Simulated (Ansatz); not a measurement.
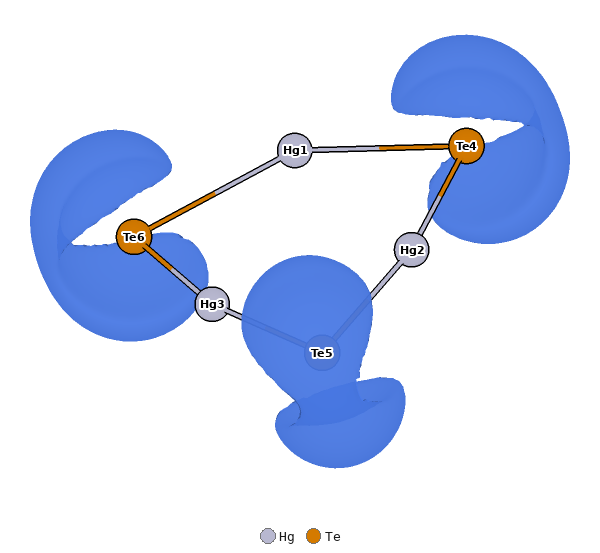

*Hg3Te3 (charge −1, doublet). Isosurface of the ELF at 0.75 (blue), seen at an oblique angle. Core shells and regions of very low density are left out.*

Geometry: B3LYP-D4/def2-SVPD; core potentials replace the inner electrons of Hg and Te.

Method: UKS PBE0-D4/def2-SVP in Ansatz 0.2.0.

```csv
atom,x (Å),y (Å),z (Å)
Hg,1.0238,2.2977,0.0809
Hg,-1.9923,-0.2500,-0.0276
Hg,1.1462,-1.6477,-0.0392
Te,-2.0598,2.4131,0.0537
Te,-1.2901,-2.8954,-0.1019
Te,3.1722,0.0823,0.0342
```

> Describe the localisation domains.

The surface consists of three regions wrapped around Te (the valence shell of each). Along the contacts the grid gives the following. Hg–Te (2.67 Å): the ELF is about 0.45 at the midpoint and 0.20 at its lowest between the atoms. Hg–Te (2.74 Å): the ELF peaks at about 0.55 in the valence shell of Te, 1.2 Å from its nucleus, and drops to about 0.20 between the two atoms.
